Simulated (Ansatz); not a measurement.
**BH2SF (SMILES FBS) at MP2/STO-3G**

Aim: the energy change on altering one bond length of BH2SF at MP2/STO-3G, from 2 runs. 

The results are computed with Ansatz 0.2.0.

65 further runs of the same task are left out: 65 set aside as unsound or not needed.

### 1 The molecule

BH2SF has 5 atoms, charge 0, and is taken as a singlet. As SMILES, `FBS`. The shape is that of a PBE0-D4/def2-TZVP optimisation. This is one conformer, not always the lowest.

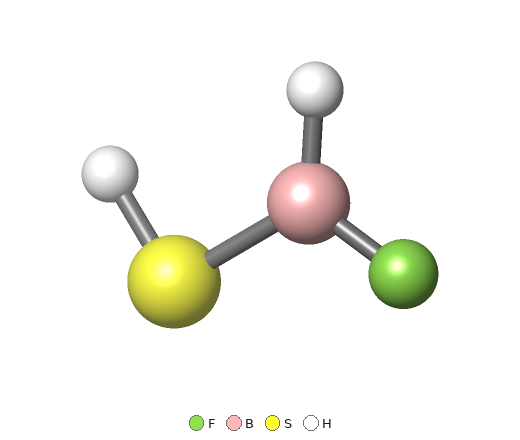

Viewed from a chosen angle; fluorine green, boron pink, sulfur yellow, hydrogen white.

### 2 The energy at MP2/STO-3G

Input file job.yaml:

```yaml
basis:
  gaussian:
    orbitals: STO-3G
crystal:
  periodic: [false, false, false]
  atoms:
    - {symbol: F, position_ang: [-1.119100, -0.905900, -1.069200]}
    - {symbol: B, position_ang: [-0.412800, -0.339100, -0.106100]}
    - {symbol: S, position_ang: [0.972400, 0.698600, -0.579400]}
    - {symbol: H, position_ang: [-0.712000, -0.530900, 1.033700]}
    - {symbol: H, position_ang: [1.321400, 1.003700, 0.679600]}
correlation:
  method: mp2
  frozen_orbitals: {B: 1, F: 1, H: 0, S: 5}
accuracy: high
```

Started as:

```bash
ansatz run job.yaml --threads 1 --pin off --max-ram 2610MiB --events-out events.jsonl --progress --plain --runs-dir runs
```

The log of the run:

```text
Warning: RAYON_NUM_THREADS=1 ignored (pool sized by the plan → 1); use --threads N
Functional definition: HF
  name "HF"
  exchange = exact_x
  correlation = 0
371 factors; integrals over basis functions are off by at most 2.9e-8 eV
mean field evaluation 1: about -14061.4238 eV, gradient 2.3e1 eV
mean field evaluation 2: about -14061.4759 eV, gradient 2.3e1 eV
mean field evaluation 4: about -14063.4858 eV, gradient 1.2e0 eV
mean field evaluation 8: about -14063.4918 eV, gradient 3.7e-6 eV
mean field -14063.49182403 eV, -516.8237919559 hartree, gradient 8.2e-9 eV, S^2 0.000000; 0 other end points of the search recorded, 0 dependent functions left out
7 core orbitals not correlated: weight in the atoms' cores, before any rotation towards them, 1.000 or more for the frozen orbitals, at most 0.000 for the correlated occupied ones
reference -14063.49182403 eV, -516.8237919559 hartree; 9, 9 occupied and 5, 5 virtual orbitals, 371 factors
second order -2.38052696 eV of doubles, -0.00000000 eV of singles
Total energy: -14065.87235099 eV, -516.9112747082 hartree
```

Wall time 0.14 s (1 thread of Arm Neoverse V1, shared host).

### 3 The distorted shape, same level

Input file job.yaml:

```yaml
crystal:
  periodic: [false, false, false]
  atoms:
    - {symbol: F, position_ang: [-1.206341, -0.982167, -1.383916]}
    - {symbol: B, position_ang: [-0.500041, -0.415367, -0.420816]}
    - {symbol: S, position_ang: [0.885159, 0.622333, -0.894116]}
    - {symbol: H, position_ang: [-0.799241, -0.607167, 0.718984]}
    - {symbol: H, position_ang: [1.321400, 1.003700, 0.679600]}
basis:
  gaussian: {orbitals: STO-3G}
correlation: {method: mp2, frozen_orbitals: {B: 1, F: 1, H: 0, S: 5}}
accuracy: high
```

Started as:

```bash
ansatz run job.yaml --threads 1 --pin off --max-ram 2610MiB --events-out events.jsonl --progress --plain --runs-dir runs
```

The log of the run:

```text
Warning: RAYON_NUM_THREADS=1 ignored (pool sized by the plan → 1); use --threads N
[... 4 set-up lines as earlier in the session ...]
371 factors; integrals over basis functions are off by at most 3.4e-8 eV
mean field evaluation 1: about -14059.9184 eV, gradient 2.2e1 eV
mean field evaluation 2: about -14059.9641 eV, gradient 2.3e1 eV
mean field evaluation 4: about -14062.0086 eV, gradient 1.2e0 eV
mean field evaluation 8: about -14062.0149 eV, gradient 3.0e-5 eV
mean field -14062.01494070 eV, -516.7695174946 hartree, gradient 1.4e-8 eV, S^2 0.000000; 0 other end points of the search recorded, 0 dependent functions left out
7 core orbitals not correlated: weight in the atoms' cores, before any rotation towards them, 1.000 or more for the frozen orbitals, at most 0.000 for the correlated occupied ones
reference -14062.01494070 eV, -516.7695174946 hartree; 9, 9 occupied and 5, 5 virtual orbitals, 371 factors
second order -2.68987294 eV of doubles, -0.00000000 eV of singles
Total energy: -14064.70481363 eV, -516.8683685017 hartree
```

Wall time 0.14 s (1 thread of Arm Neoverse V1, shared host).

### 4 What came out

Level: MP2/STO-3G, 7 core orbitals frozen.

```
                                                         quantity          value
                                        first shape: total energy  -516.91127 Eh
         first shape: correlation energy (7 core orbitals frozen)      -87.5 mEh
                                    distorted shape: total energy  -516.86837 Eh
     distorted shape: correlation energy (7 core orbitals frozen)      -98.9 mEh
energy change with the S3–H5 bond stretched from 1.342 to 1.677 Å       1.168 eV
```

In words: With the S3–H5 bond stretched from 1.342 to 1.677 Å the energy rises by 1.17 eV (27 kcal/mol). The first shape isn't relaxed at this level, so the change isn't measured from a minimum. The minimal basis adds a large error of its own.
